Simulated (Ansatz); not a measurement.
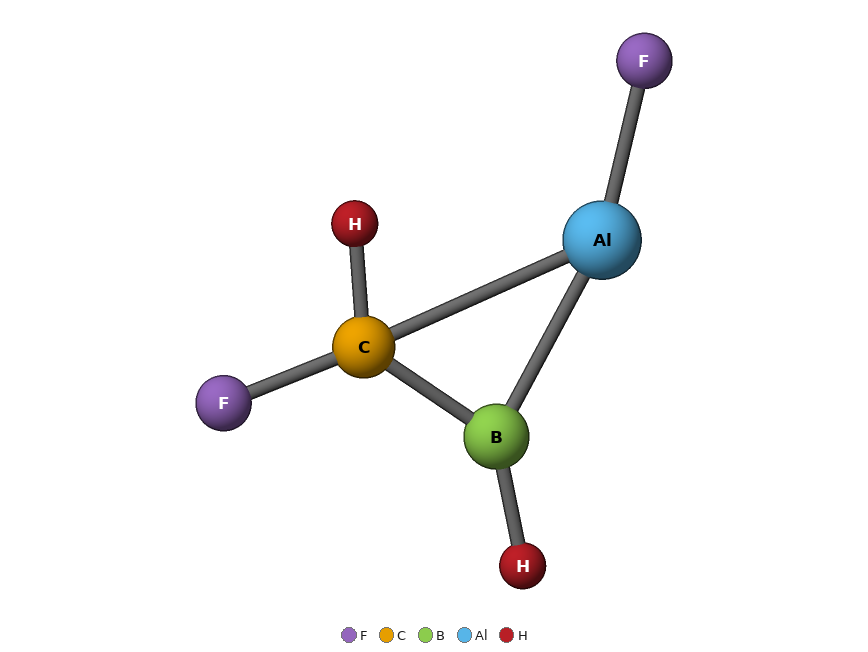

The structure as it stands in the input.

The calculation was set up as follows.

```yaml
crystal:
  periodic: [false, false, false]
  atoms:
    - {symbol: F, position_ang: [0.145328, -1.264491, 1.811288]}
    - {symbol: C, position_ang: [0.019468, -0.443018, 0.746780]}
    - {symbol: B, position_ang: [0.551712, -0.719051, -0.573831]}
    - {symbol: Al, position_ang: [-0.246053, 1.035456, -1.038813]}
    - {symbol: F, position_ang: [-1.024308, 2.479407, -1.004964]}
    - {symbol: H, position_ang: [-0.549791, 0.439145, 1.093154]}
    - {symbol: H, position_ang: [1.164844, -1.595349, -1.079312]}
basis:
  gaussian: {orbitals: 6-31G}
hamiltonian: {xc: {name: B2GP-PLYP}}
scf: {lower_state_search: full}
output: {forces: true}
```

Command:

```sh
ansatz run in.yaml --threads 2 --pin off --events-out ev --progress --plain --max-ram 4352MiB
```

Result:

```
Functional definition: B2GP-PLYP
  name "B2GP-PLYP"
  cite "Karton, Tarnopolsky, Lamère, Schatz & Martin, J. Phys. Chem. A 112, 12868 (2008) doi:10.1021/jp801805p"
  cite "Becke, Phys. Rev. A 38, 3098 (1988) doi:10.1103/PhysRevA.38.3098"
  cite "Lee, Yang & Parr, Phys. Rev. B 37, 785 (1988) doi:10.1103/PhysRevB.37.785"
  parameter a = 0.65
  parameter c = 0.36
  exchange = (1 - a)*b88_x + a*exact_x
  correlation = (1 - c)*lyp_c + c*(mp2_os + mp2_ss)
610 factors; integrals over basis functions are off by at most 2.2e-4 eV
mean field evaluation 1: about -13750.4848 eV, gradient 3.8e1 eV
mean field evaluation 2: about -13750.7678 eV, gradient 3.8e1 eV
mean field evaluation 4: about -13753.8384 eV, gradient 2.5e0 eV
mean field evaluation 8: about -13753.8761 eV, gradient 1.6e-1 eV
mean field evaluation 16: about -13753.8764 eV, gradient 5.8e-4 eV
mean field -13753.87637483 eV, -505.4456340626 hartree, gradient 8.3e-6 eV, S^2 0.000000; 0 other end points of the search recorded, 0 dependent functions left out
9 core orbitals not correlated: weight in the atoms' cores, before any rotation towards them, 1.000 or more for the frozen orbitals, at most 0.000 for the correlated occupied ones
reference -13753.87648323 eV, -505.4456380466 hartree; 13, 13 occupied and 31, 31 virtual orbitals, 610 factors
second order -13.99740624 eV of doubles, -0.00000000 eV of singles
the calculation of the forces begins
Total energy: -13758.91554948 eV, -505.6308203155 hartree
Atom 0 at     0.145328    -1.264491     1.811288 Å, force     0.276152    -1.506370     1.795400 eV/Å
Atom 1 at     0.019468    -0.443018     0.746780 Å, force    -0.335544     1.161073    -0.958463 eV/Å
Atom 2 at     0.551712    -0.719051    -0.573831 Å, force     0.197104    -0.309971    -0.109345 eV/Å
Atom 3 at    -0.246053     1.035456    -1.038813 Å, force     0.907182    -1.220667    -0.883188 eV/Å
Atom 4 at    -1.024308     2.479407    -1.004964 Å, force    -0.975000     1.759399     0.132934 eV/Å
Atom 5 at    -0.549791     0.439145     1.093154 Å, force     0.010214    -0.026446     0.010437 eV/Å
Atom 6 at     1.164844    -1.595349    -1.079312 Å, force    -0.080108     0.142982     0.012223 eV/Å
Dipole moment:    -0.062084     0.325179    -0.379548 e Å
```

The run converged.
